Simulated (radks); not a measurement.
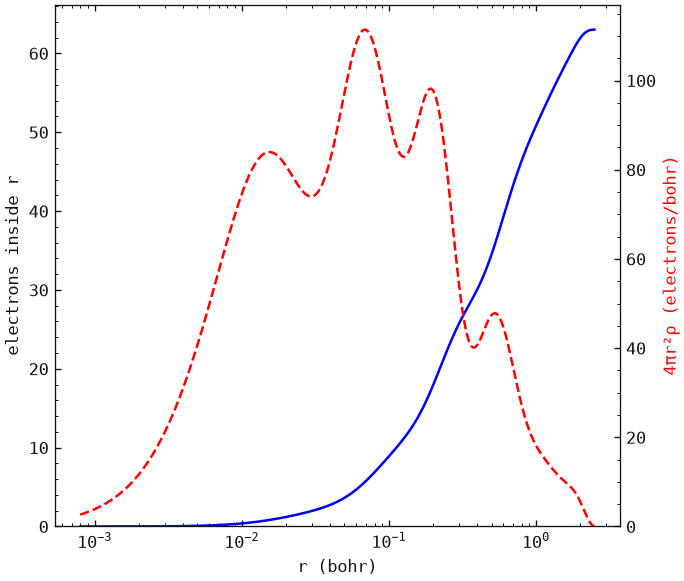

*The number of electrons inside radius r (solid) and the radial density 4πr²ρ (dashed).*

The count levels off at 63 electrons. Half of them lie within 0.434 bohr, 90 % within 1.41 bohr and 99 % within 2.09 bohr. The radial density has minima at 0.0297, 0.126 and 0.378 bohr, where the count stands at 1.9, 11.2 and 29.2; these part the shells that the density resolves.

# Run report: Eu, atomic calculation

- system: the neutral europium atom in the configuration [Xe] 4f7 6s2 (high spin). It sits in a hard spherical wall of radius 2.5 bohr.
- method: scalar-relativistic Kohn-Sham, PBE, spin-polarised, spherical densities, finite nucleus (the in-house radial solver radks)

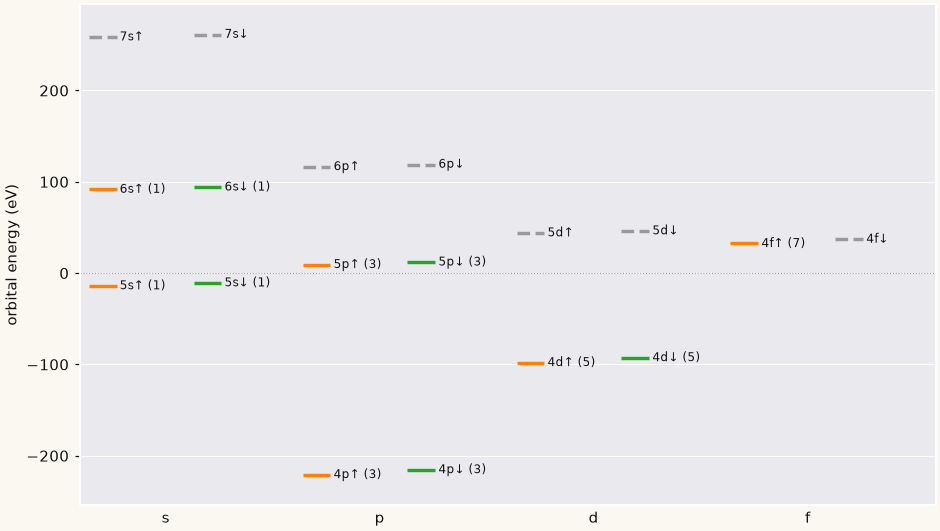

*The outer levels are drawn by angular momentum (occupations in brackets, up spins at the left of each column and down spins at the right, empty levels dashed).*

The highest occupied level is 6s down at 94.2 eV. The highest 3 occupied levels, from the top down, are 6s down (94.2 eV), 6s up (91.8 eV), 4f up (32.4 eV). The largest exchange splitting (down less up) among the shells drawn in both spins is that of 4p, 5.40 eV. The wall pushes the highest level above zero, where only the wall holds the electron in. The order isn't aufbau: the empty 4f down, 5d up and 5d down levels lie under the highest occupied one.

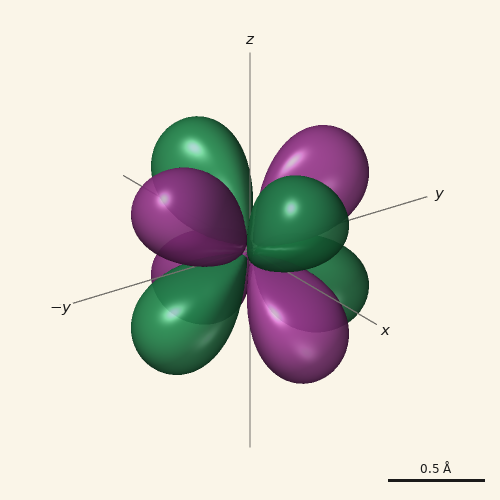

*The 4f(z(x²−y²)) orbital of up spin. The surface of constant |ψ| that holds about 80 % of the electron is drawn, green where ψ is positive and pink where it is negative. The radial function comes from the spherical calculation and is multiplied by a real spherical harmonic; the overall sign is chosen so that the largest lobe of P(r) is positive; at the scalar-relativistic level it is the large component.*

It has the plane xy and two diagonal planes as nodes and no radial node. The maximum of P² lies at 0.606 bohr, ⟨r⟩ = 0.902 bohr, 90 % of the charge lies within 1.53 bohr, and the eigenvalue is 32.4 eV, with 7 electrons in the shell for this spin.

Input and output of the run follow.

### Input file
```
Z 63
configuration [Xe] 4f7 6s2 5d0 6p0 7s0
relativity scalar-relativistic
functional pbe,pbe
spin polarised
nucleus finite rms 5.1115 fm
wall 2.5 bohr
c 137.035999084
```

Energies in input and log are in hartree, lengths in bohr (the nuclear radius in fm).

Launched within a batch (the task file carries these settings):
```bash
python <driver script> task.json out
```

### Output
```
1s      1   1.0000       -1775.61061775
2s      1   1.0000        -290.24417172
2p      1   3.0000        -258.43436885
3s      1   1.0000         -62.69641844
3p      1   3.0000         -52.79556189
3d      1   5.0000         -39.54204222
4s      1   1.0000         -11.36147286
4p      1   3.0000          -8.11635706
4d      1   5.0000          -3.60254062
4f      1   7.0000           1.18936526
5s      1   1.0000          -0.51187770
5p      1   3.0000           0.33782194
6s      1   1.0000           3.37219694
5d      1   0.0000           1.61715737
6p      1   0.0000           4.26059635
7s      1   0.0000           9.48617477
1s      2   1.0000       -1775.61090148
2s      2   1.0000        -290.24312709
2p      2   3.0000        -258.43379469
3s      2   1.0000         -62.61690969
3p      2   3.0000         -52.71645841
3d      2   5.0000         -39.48140758
4s      2   1.0000         -11.16293092
4p      2   3.0000          -7.91790957
4d      2   5.0000          -3.40518701
4f      2   0.0000           1.36459819
5s      2   1.0000          -0.39462363
5p      2   3.0000           0.43797477
6s      2   1.0000           3.46230910
5d      2   0.0000           1.69835004
6p      2   0.0000           4.35505233
7s      2   0.0000           9.58765287
Etot -10834.800433292055
Ekin 11646.969774266236
Encl -26538.740434209732
Eh 4301.610649447603
Exc -244.6404227961606
err 8.74770996061753e-09
it 14
```

### Orbitals

| orbital | occupation | energy (eV) | ⟨r⟩ (bohr) | outer maximum (bohr) |
| --- | --- | --- | --- | --- |
| 1s down | 1 | −48316.8 | 0.02232 | 0.0142 |
| 1s up | 1 | −48316.8 | 0.02232 | 0.0142 |
| 2s up | 1 | −7897.9 | 0.09512 | 0.0806 |
| 2s down | 1 | −7897.9 | 0.09512 | 0.0806 |
| 2p up | 3 | −7032.4 | 0.08390 | 0.0651 |
| 2p down | 3 | −7032.3 | 0.08390 | 0.0651 |
| 3s up | 1 | −1706.1 | 0.2497 | 0.229 |
| 3s down | 1 | −1703.9 | 0.2495 | 0.229 |
| 3p up | 3 | −1436.6 | 0.2482 | 0.225 |
| 3p down | 3 | −1434.5 | 0.2480 | 0.224 |
| 3d up | 5 | −1076.0 | 0.2262 | 0.184 |
| 3d down | 5 | −1074.3 | 0.2259 | 0.184 |
| 4s up | 1 | −309.161 | 0.5678 | 0.528 |
| 4s down | 1 | −303.759 | 0.5676 | 0.528 |
| 4p up | 3 | −220.857 | 0.6023 | 0.551 |
| 4p down | 3 | −215.457 | 0.6022 | 0.551 |
| 4d up | 5 | −98.030 | 0.6619 | 0.575 |
| 4d down | 5 | −92.660 | 0.6628 | 0.575 |
| 5s up | 1 | −13.929 | 1.314 | 1.25 |
| 5s down | 1 | −10.738 | 1.326 | 1.26 |
| 5p up | 3 | 9.193 | 1.406 | 1.39 |
| 5p down | 3 | 11.918 | 1.417 | 1.40 |
| 4f up | 7 | 32.364 | 0.9016 | 0.606 |
| 4f down | 0 | 37.133 | 0.9233 | 0.609 |
| 5d up | 0 | 44.005 | 1.510 | 1.59 |
| 5d down | 0 | 46.214 | 1.520 | 1.60 |
| 6s up | 1 | 91.762 | 1.533 | 1.93 |
| 6s down | 1 | 94.214 | 1.529 | 1.94 |
| 6p up | 0 | 115.937 | 1.504 | 1.97 |
| 6p down | 0 | 118.507 | 1.500 | 1.98 |
| 7s up | 0 | 258.132 | 1.470 | 2.15 |
| 7s down | 0 | 260.893 | 1.468 | 2.15 |

### Slater integrals of the outer shells (hartree)

| integral | value |
| --- | --- |
| F0(6s,6s) | 0.5826 |
| F0(6s,4f) | 0.7057 |
| G3(6s,4f) | 0.0851 |
| F0(6s,5p) | 0.6015 |
| G1(6s,5p) | 0.0893 |
| F0(6s,5s) | 0.6198 |
| G0(6s,5s) | 0.0632 |
| F0(6s,5d) | 0.5816 |
| G2(6s,5d) | 0.1167 |
| F0(4f,4f) | 1.0144 |
| F2(4f,4f) | 0.4736 |
| F4(4f,4f) | 0.2950 |
| F6(4f,4f) | 0.2115 |
| F0(4f,5p) | 0.7301 |
| F2(4f,5p) | 0.2870 |
| G2(4f,5p) | 0.1668 |
| G4(4f,5p) | 0.1297 |
| F0(4f,5s) | 0.7712 |
| G3(4f,5s) | 0.1724 |
| F0(4f,5d) | 0.6899 |

### Summary

- outcome: converged
- total energy: −10834.8004 hartree
- kinetic energy: 11646.9698 hartree
- electron–nucleus energy: −26538.7404 hartree
- Hartree energy: 4301.6106 hartree
- exchange–correlation energy: −244.640423 hartree
- radius at density 0.001 e/bohr³: 2.45 bohr
- pressure on the wall: 5920 GPa
- SCF iterations: 14
- hardware: 1 thread of Arm Neoverse N1, 77 GiB of memory available, shared host
